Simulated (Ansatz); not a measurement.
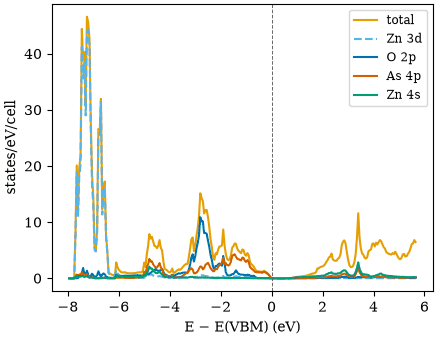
*Total and projected density of states of Ba2Zn3As2O2 in space group I4/mmm (No. 139; Pearson symbol tI18), plane-wave PAW r²SCAN (Ansatz code)*

Task: Which orbitals carry the states next to the gap?

Result: Top 1 eV of the valence band: As 4p 76 %, O 2p 11 %, outside the projected shells 5 %. Bottom 1 eV of the conduction band: Zn 4s 49 %, As 4p 10 %, outside the projected shells 28 %. Projections are on Löwdin-orthogonalised atomic valence shells; empty p or d shells of many metals are not among them.

Task: Where is the tallest occupied peak in this window, and what makes it?

Result: Near -7.2 eV, about 47 states/eV per cell; the largest projected share is Zn 3d.

The workflow started from a Materials Project entry (that database holds measured and hypothetical structures alike); the Crystallography Open Database copy checked does not list it. Its standing as an ambient phase is unchecked. Symmetry was held in the r²SCAN relaxation; whether a distortion lowers the energy is not shown. Scalar-relativistic: spin–orbit coupling is off unless named, which matters more the heavier the elements.

Potentials: the later of the program's two PAW sets.
